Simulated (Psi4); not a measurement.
# CH4Si (SMILES C=[SiH2]) at CAM-B3LYP/cc-pVTZ (sweep point 8)

What is the vertical electron affinity of CH4Si at CAM-B3LYP/cc-pVTZ (sweep point 8)? Input form: a Python script.

The calculation is run with Psi4 1.11.

4 further runs of the same task are left out: 4 set aside as unsound or not needed.

## Step 1: Starting point

CH4Si: 6 atoms, total charge 0, spin state singlet. As SMILES, `C=[SiH2]`. The coordinates come from a GFN2-xTB relaxation.

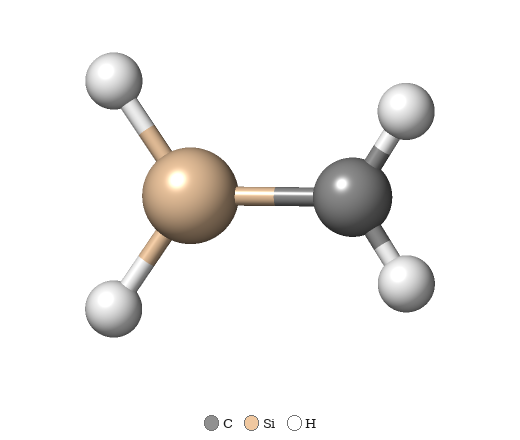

Viewed from a chosen angle; carbon grey, silicon light orange, hydrogen white.

## Step 2: The energy at CAM-B3LYP/cc-pVTZ (sweep point 8)

The input, ch4si.py:

```python
import psi4

psi4.set_memory(1600000000)
psi4.set_num_threads(1)
psi4.set_output_file('output.dat', False)

m = psi4.geometry("""
0 1
C     -0.738690    -0.547160    -0.265100
Si     0.611270     0.451760     0.218260
H     -1.408510    -0.996610     0.448130
H     -0.962920    -0.758160    -1.296740
H      0.952980     0.765970     1.600750
H      1.545870     1.084200    -0.705300
symmetry c1
""")

psi4.set_options({
    'basis': 'cc-pVTZ',
    'reference': 'rks',
    'puream': True,
    'scf_type': 'pk',
    'dft_radial_points': 250,
    'dft_spherical_points': 1202,
})

E, wfn = psi4.energy("cam-b3lyp", return_wfn=True)
print(f'cam-b3lyp energy: {E:.10f} Eh')
```

Run with:

```sh
python ch4si.py
```

output.dat:

```text
[...]
  Running in c1 symmetry.
[...]
  Nuclear repulsion =   50.789467282495202
[...]
  Multiplicity = 1
[...]
  Nalpha       = 12
  Nbeta        = 12
[...]
    Number of basis functions: 120
[...]
   @RKS iter   1:  -329.66580213781231   -3.37418e-01   6.08537e-03 ADIIS/DIIS
[...]
   @RKS iter   8:  -329.93983961454052   -2.58627e-07   7.83824e-07 DIIS
[...]
    Orbital Energies [Eh]
    ---------------------
    Doubly Occupied:
       1A    -66.210824     2A    -10.238503     3A     -5.359420
       4A     -3.720769     5A     -3.717368     6A     -3.715120
       7A     -0.748754     8A     -0.589962     9A     -0.486799
      10A     -0.424608    11A     -0.421733    12A     -0.282985
[...]
  @RKS Final Energy:  -329.93983961454052
   => Energetics <=
    Nuclear Repulsion Energy =             50.7894672824952025
    One-Electron Energy =                -555.3403258826093634
    Two-Electron Energy =                 195.3643680008912611
    DFT Exchange-Correlation Energy =     -20.7533490153176565
    Empirical Dispersion Energy =           0.0000000000000000
    VV10 Nonlocal Energy =                  0.0000000000000000
    Total Energy =                       -329.9398396145405741
[...]
 Multipole Moments:
 ------------------------------------------------------------------------------------
     Multipole            Electronic (a.u.)      Nuclear  (a.u.)        Total (a.u.)
 ------------------------------------------------------------------------------------
 L = 1.  Multiply by 2.5417464519 to convert [e a0] to [Debye]
 Dipole X            :          0.8286400           -0.5841856            0.2444544
 Dipole Y            :          0.6104156           -0.4294313            0.1809843
 Dipole Z            :          0.2932009           -0.2060642            0.0871367
 Magnitude           :                                                    0.3163955
[...]
```

The script printed:

```text
cam-b3lyp energy: -329.9398396145 Eh
```

Run time: 2.2 min. Hardware: 1 thread of AMD EPYC 7R43 (Zen 3), shared host; peak memory 1.3 GiB.

## Step 3: The doublet anion at the same level

The input, calc.py:

```python
import psi4

psi4.set_memory('1600 MB')
psi4.set_num_threads(1)
psi4.set_output_file('output.dat', False)

m = psi4.geometry("""
-1 2
C     -0.738690    -0.547160    -0.265100
Si     0.611270     0.451760     0.218260
H     -1.408510    -0.996610     0.448130
H     -0.962920    -0.758160    -1.296740
H      0.952980     0.765970     1.600750
H      1.545870     1.084200    -0.705300
symmetry c1
""")

options = {'basis': 'cc-pVTZ', 'reference': 'uks', 'puream': True, 'scf_type': 'pk', 'dft_radial_points': 250, 'dft_spherical_points': 1202, 'maxiter': 150}
psi4.set_options(options)

e_tot, wfn = psi4.energy('CAM-B3LYP', molecule=m, return_wfn=True)
print(f'CAM-B3LYP energy: {e_tot:.10f} Eh')
```

Run with:

```sh
python calc.py
```

output.dat:

```text
[...]
  Running in c1 symmetry.
[...]
  Nuclear repulsion =   50.789467282495202
[...]
  Multiplicity = 2
[...]
  Nalpha       = 13
  Nbeta        = 12
[...]
    Number of basis functions: 120
[...]
   @UKS iter   1:  -329.54601514091405   -2.17631e-01   6.94365e-03 ADIIS/DIIS
[...]
   @UKS iter   9:  -329.91381200466208   -4.59262e-07   9.14402e-07 DIIS
[...]
   @S^2 Observed:                7.577348732E-01
[...]
    Orbital Energies [Eh]
    ---------------------
    Alpha Occupied:
       1A    -65.950725     2A     -9.983658     3A     -5.100832
       4A     -3.460904     5A     -3.460204     6A     -3.457516
       7A     -0.519023     8A     -0.359745     9A     -0.259391
      10A     -0.192279    11A     -0.189390    12A     -0.077050
      13A      0.059955
    Alpha Virtual:
      14A      0.259491    15A      0.282341    16A      0.312315
      17A      0.328485    18A      0.333165    19A      0.387797
      20A      0.419570    21A      0.463586    22A      0.499870
      23A      0.502759    24A      0.514522    25A      0.562939
[...]
  @UKS Final Energy:  -329.91381200466208
   => Energetics <=
    Nuclear Repulsion Energy =             50.7894672824952025
    One-Electron Energy =                -561.1741992166855653
    Two-Electron Energy =                 201.3652309454506053
    DFT Exchange-Correlation Energy =     -20.8943110159222840
    Empirical Dispersion Energy =           0.0000000000000000
    VV10 Nonlocal Energy =                  0.0000000000000000
    Total Energy =                       -329.9138120046620770
[...]
 Multipole Moments:
 ------------------------------------------------------------------------------------
     Multipole            Electronic (a.u.)      Nuclear  (a.u.)        Total (a.u.)
 ------------------------------------------------------------------------------------
 L = 1.  Multiply by 2.5417464519 to convert [e a0] to [Debye]
 Dipole X            :          0.5568700           -0.5841856           -0.0273156
 Dipole Y            :          0.4108463           -0.4294313           -0.0185850
 Dipole Z            :          0.1959562           -0.2060642           -0.0101080
 Magnitude           :                                                    0.0345502
[...]
```

On the terminal:

```text
CAM-B3LYP energy: -329.9138120047 Eh
```

Wall time 3.9 min (1 thread of AMD EPYC 7R43 (Zen 3), shared host); peak memory 1.3 GiB.

## Step 4: Results

At CAM-B3LYP/cc-pVTZ (sweep point 8):

| quantity | value |
| --- | --- |
| singlet CH4Si: total energy | -329.93984 Eh |
| singlet CH4Si: dipole moment | 0.80 D |
| singlet CH4Si: HOMO energy | -7.70 eV |
| singlet CH4Si: LUMO energy | -0.21 eV |
| singlet CH4Si: HOMO–LUMO gap | 7.50 eV |
| doublet anion: total energy | -329.91381 Eh |
| doublet anion: HOMO energy (highest over α and β) | 1.63 eV |
| doublet anion: LUMO energy (lowest over α and β) | 6.48 eV |
| doublet anion: ⟨S²⟩ | 0.758 |
| vertical electron affinity (to the doublet anion) | -0.708 eV |

The anion lies 0.71 eV (68.3 kJ/mol) above the neutral: the electron isn't bound at this level, and such a value depends on the basis. Without diffuse functions anions come out too high. The HOMO (doublet anion) lies at positive energy, 1.63 eV; only total energies tell whether the electron is bound.
